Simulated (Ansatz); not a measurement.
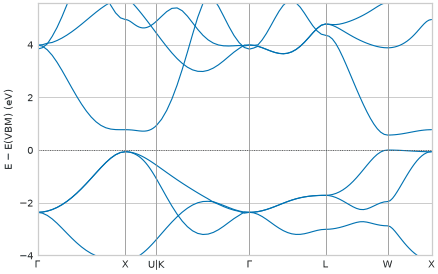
*Band structure from r²SCAN in the plane-wave PAW code Ansatz*

**Question.** Read off the gap and where the band edges lie.

**Answer.** About 0.6 eV (0.57 eV by a search for the band edges); maximum at W, minimum at W.

**Question.** Which compound is it?
(A) GaAs, zinc blende
(B) GaN, zinc blende
(C) HfC, zinc blende
(D) InP, zinc blende

**Answer.** C, HfC, zinc blende

Space group F-43m (zinc blende). The start of the workflow was typed in or built on a structure type; neither database checked (COD, Materials Project) lists it. It is not the phase usual at ambient conditions (space group No. 225). The r²SCAN relaxation kept the symmetry of its start; its stability against distortions is not shown here. The run is not spin-polarised. Scalar-relativistic: spin–orbit coupling is off unless named, which matters more the heavier the elements.

Potentials: the earlier of the program's two PAW sets.
